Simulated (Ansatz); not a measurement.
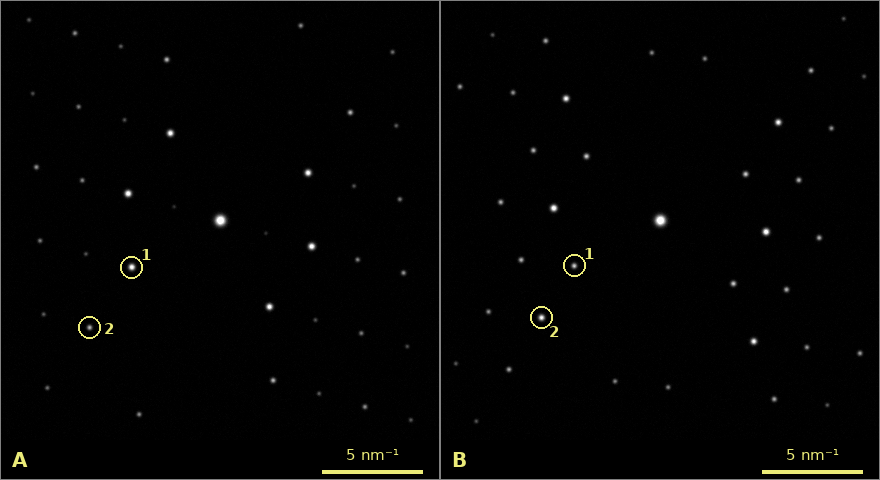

Kinematic electron diffraction patterns (120 kV, B = 0.5 Å², same scale) along [111] of the run's own cell, for the start and the end of one relaxation of Si3B2 with DFT PBE, scalar-relativistic, plane waves, PAW (Ansatz 0.2.0). k mesh 6×6×12. The start is a generated model structure, and the relaxation ends in the nearest stationary point of its symmetry, not necessarily the ground state. Spot 1 is -2 1 1 and spot 2 is -3 1 2 in both.

Start structure:

```yaml
crystal:
  lattice:
    - [5.89475, 0.00000, 0.00000]
    - [0.00000, 5.89475, 0.00000]
    - [0.00000, 0.00000, 3.04003]
  atoms:
    - { symbol: Si, position: [0.00000, 0.00000, 0.00000] }
    - { symbol: Si, position: [0.50000, 0.50000, 0.00000] }
    - { symbol: Si, position: [0.18621, 0.68621, 0.50000] }
    - { symbol: Si, position: [0.31379, 0.18621, 0.50000] }
    - { symbol: Si, position: [0.81379, 0.31379, 0.50000] }
    - { symbol: Si, position: [0.68621, 0.81379, 0.50000] }
    - { symbol: B, position: [0.39586, 0.89586, 0.00000] }
    - { symbol: B, position: [0.10414, 0.39586, 0.00000] }
    - { symbol: B, position: [0.60414, 0.10414, 0.00000] }
    - { symbol: B, position: [0.89586, 0.60414, 0.00000] }
```

Question: Which pattern belongs to the start structure, and which to the relaxed one?

Answer: A is the start: its cell gives d(1) = 1.992 Å, d(2) = 1.178 Å and an angle of 11.4°. B is the relaxed structure, with d(1) = 2.048 Å (+2.8 %), d(2) = 1.297 Å (+10.1 %) and 11.4°.

Question: Name reflections whose intensity changes strongly on relaxation.

Answer: 3 -2 -1 goes from 1.2 to 16 % of the strongest spot; 3 -1 -2 goes from 17 to 59 % of the strongest spot; 1 -2 1 goes from 81 to 25 % of the strongest spot.

Question: What did the relaxation do to the structure and the energy?

Answer: The volume changed by +8.7 % to 11.48 Å³ an atom; with the mean shift removed, the atoms moved by up to 1.04 Å relative to the cell (Si most); the space group stayed P4/mbm (No. 127); the free energy fell by 250 meV an atom. Relaxed cell: a = 5.273 Å, b = 5.273 Å, c = 4.129 Å, α = 90.00°, β = 90.00°, γ = 90.00°.
